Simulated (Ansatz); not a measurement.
System: B$_{2}$F.

The calculation's input:

```
crystal:
  lattice:
    - [0.0, 2.6548543701, 2.6548543701]
    - [2.6548543701, 0.0, 2.6548543701]
    - [2.6548543701, 2.6548543701, 0.0]
  atoms:
    - { symbol: B, position: [0.25, 0.25, 0.25] }
    - { symbol: B, position: [0.75, 0.75, 0.75] }
    - { symbol: F, position: [0.0, 0.0, 0.0] }
basis:
  ecutwfc: 420
kpoints:
  mp_grid: { grid: [16, 16, 16] }
hamiltonian:
  xc: pbe
scf:
  occupations: { method: gaussian, width: 0.1 }
output:
  forces: true
  stress: true
  eigenvalues: true
  write_density: true
  write_potential: true
  elf: true
  volumetric_format: npy
relax:
  adjacent_minimum: "off"
  f_tol: 0.01
  max_steps: 80
  cell: { stress_tol: 0.05 }
```

Command:

```sh
ansatz run input.yaml --threads 1 --pin off --max-ram 2560MiB --backend cpu --events-out ev --progress --plain --runs-dir out
```

Below, planes, directions and counts refer to the conventional cell (a = 5.31 Å, b = 5.31 Å, c = 5.31 Å, α = 90.00°, β = 90.00°, γ = 90.00°).

Space group Fm-3m; a structure generated by program, which may or may not match a known phase; computed without spin polarisation.

Computed with Ansatz, DFT PBE, scalar-relativistic, plane waves, PAW.

What will maps of the valence pseudo-density and electron localisation function show?

Answer. B–F (2.30 Å): ρ is about 0.23 e/Å³ halfway; the ELF peaks at about 0.85 in the valence shell of B, 0.7 Å from its nucleus, and drops to about 0.15 between the two atoms (no localised pair shows between them).

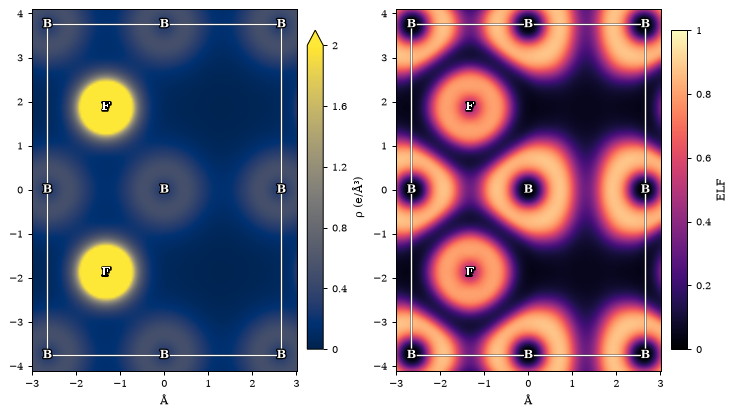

Computed valence pseudo-density and electron localisation function on the (101) plane of the conventional cell, in this order. 
